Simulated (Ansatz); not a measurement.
CH₄OSi···NH₃

Input

```
crystal:
  periodic: [false, false, false]
  atoms:
    - { symbol: Si, position_ang: [-0.5418, 0.5885, -0.1611] }
    - { symbol: "N", position_ang: [1.5285, 0.3624, -0.5709] }
    - { symbol: O, position_ang: [0.0783, 1.7325, 0.7148] }
    - { symbol: H, position_ang: [1.2254, 1.345, 0.2915] }
    - { symbol: H, position_ang: [-1.1599, 0.8839, -1.447] }
    - { symbol: C, position_ang: [-1.163, -1.027, 0.5988] }
    - { symbol: H, position_ang: [1.8862, 0.6321, -1.4736] }
    - { symbol: H, position_ang: [2.039, -0.4424, -0.2392] }
    - { symbol: H, position_ang: [-2.181, -0.9103, 0.9619] }
    - { symbol: H, position_ang: [-0.5471, -1.3221, 1.4433] }
    - { symbol: H, position_ang: [-1.1645, -1.8426, -0.1186] }
basis:
  gaussian: { orbitals: def2-mTZVP }
hamiltonian:
  xc: b3lyp
relax:
  f_tol: 0.15
  max_steps: 25
  restrain:
    - { distance: [3, 1], at: 1.02, k: 30.0 }
    - { distance: [0, 1], at: 3.12, k: 30.0 }
    - { distance: [3, 2], at: 2.27, k: 30.0 }
output:
  orbitals: {}
```

Launched as:

```sh
ansatz run input.yaml --threads 2 --pin off --max-ram 3072MiB --backend cpu --events-out ev --progress --plain --runs-dir out
```

The fields are those of the relaxed geometry.

All numbers below come from RKS B3LYP/def2-mTZVP (Ansatz).

Q: Predict the electron density and electron localisation function between the atoms.

A: Si–O (1.53 Å): ρ at the midpoint is about 1.5 e/Å³; the ELF peaks at about 0.85 between the atoms; a shared but strongly polarised pair.
C–Si (1.87 Å): ρ at the midpoint is about 0.97 e/Å³; the ELF peaks at about 0.95 between the atoms: localised, covalent bonding.
C–H (1.09 Å): ρ at the midpoint is about 1.9 e/Å³; the ELF climbs to about 1 towards the hydrogen, as it does in any bond to H: an ordinary covalent bond to hydrogen.
Si–H (1.49 Å): ρ is about 0.82 e/Å³ halfway; the ELF climbs to about 1 towards the hydrogen.

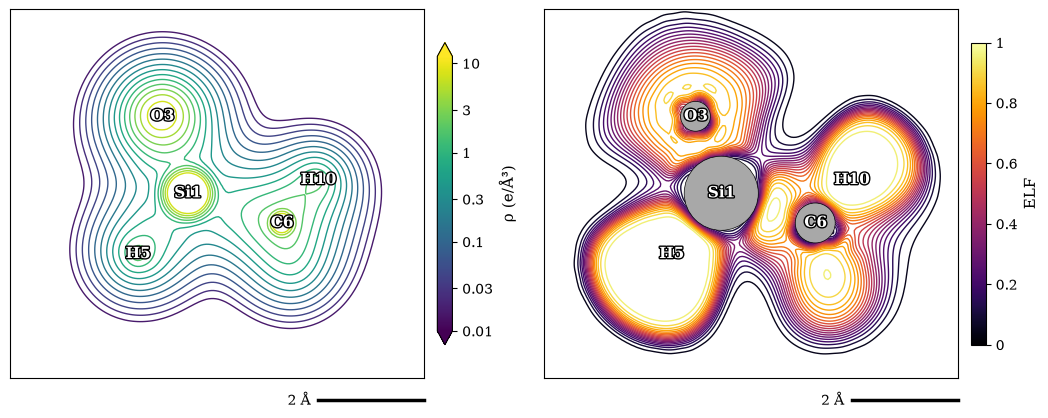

Computed electron density and electron localisation function on the plane of atoms O3, Si1 and H5, in this order. Grey discs cover the atomic cores in the ELF map. 
